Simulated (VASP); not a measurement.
Band structure of ZnS (relaxed from the layered h-BN type structure, space group P6_3/mmc). Level of theory: r2SCAN meta-GGA, VASP's PBE PAW potentials (set 64) (plane waves; VASP).

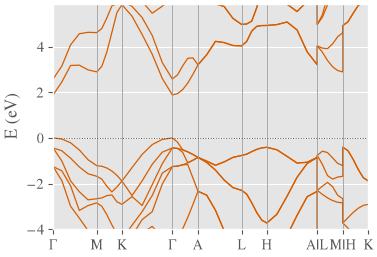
Figure: Bands along high-symmetry lines, zero at the valence-band maximum or, without a gap, the Fermi level

**Question.** Read the plot: is there a gap, and where are the band edges?

**Answer.** The gap is direct, 1.89 eV, from the valence maximum at Γ to the conduction minimum at Γ.

The structure was generated: ZnS was put into the layered h-BN type type (P6_3/mmc), which need not be its known phase. It was relaxed first, which changed the volume by -36 %.
